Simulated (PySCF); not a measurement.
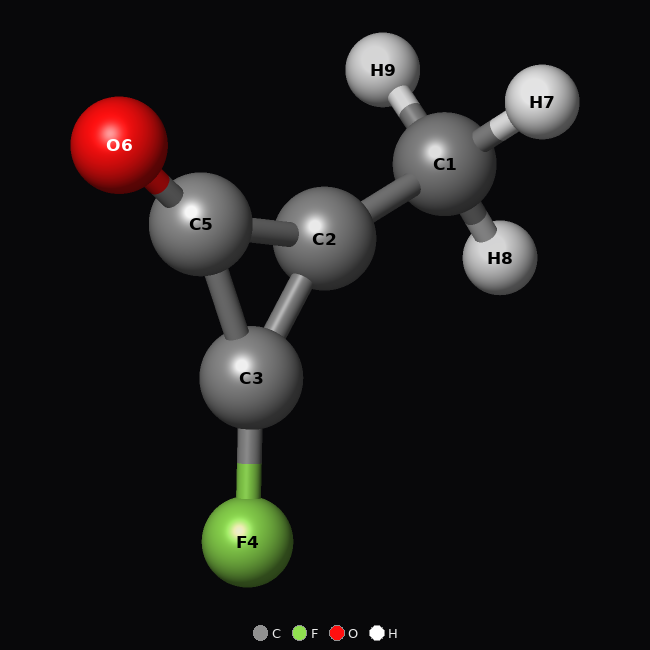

The computed structure is the end point of a GFN2-xTB optimisation. No frequency run is at hand to confirm it as a minimum. Properties computed with B3LYP/pcJ-1 indirect spin-spin coupling, non-relativistic, gas phase (PySCF 2.14.0). Isotopes: 13C, 19F, 1H, 17O.

Give the spin–spin coupling constants of these pairs, with the number of bonds between them: C1/H7, C1/H9, C2/C5, C2/C3, C5/O6, C1/C5, C1/C3, C3/O6, H8/H9, F4/O6.

```json
{"pair": "C1, H7", "bonds apart": "1", "J (Hz)": "135.7"}
{"pair": "C1, H9", "bonds apart": "1", "J (Hz)": "136.5"}
{"pair": "C2, C5", "bonds apart": "1", "J (Hz)": "25.6"}
{"pair": "C2, C3", "bonds apart": "1", "J (Hz)": "26.4"}
{"pair": "C5, O6", "bonds apart": "1", "J (Hz)": "32.1"}
{"pair": "C1, C5", "bonds apart": "2", "J (Hz)": "−3.3"}
{"pair": "C1, C3", "bonds apart": "2", "J (Hz)": "−5.3"}
{"pair": "C3, O6", "bonds apart": "2", "J (Hz)": "−1.5"}
{"pair": "H8, H9", "bonds apart": "2", "J (Hz)": "−13.6"}
{"pair": "F4, O6", "bonds apart": "3", "J (Hz)": "1.0"}
```

Density functionals are unreliable for couplings to fluorine, so those rows may be far off.
